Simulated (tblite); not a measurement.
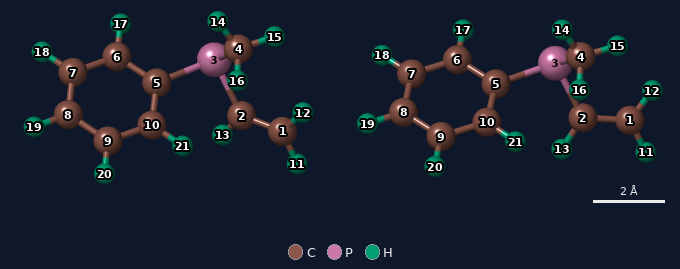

Two geometries of C₉H₁₁P, drawn at one scale. One is the start of a relaxation, the other its converged end. The picture is a ball-and-stick view, seen face on.

Level of theory: tblite 0.8.0, GFN2-xTB geometry optimisation, gas phase. 

**Which geometry has the lower energy?**

The left one is the relaxed one. Over 117 geometry steps the energy falls by 0.173 eV. The atom that moves furthest after the best rigid fit is H12 (1.26 Å). Largest moves by element: H 1.26 Å, C 0.65 Å, P 0.28 Å. Near-neighbour distances that change, for instance: C1–C2 1.350 → 1.324 Å, C4–H16 1.115 → 1.089 Å, C5–C6 1.412 → 1.389 Å, C2–H13 1.102 → 1.085 Å. Bond angles that change, for instance: P3–C2–H13 121.1° → 112.8°, C1–C2–P3 120.8° → 126.8°, C4–P3–C5 101.6° → 97.8°. Groups turn about C2–P3 by about 40°. The run took 1 s on 1 thread of Arm Neoverse V1, with other jobs on the host.
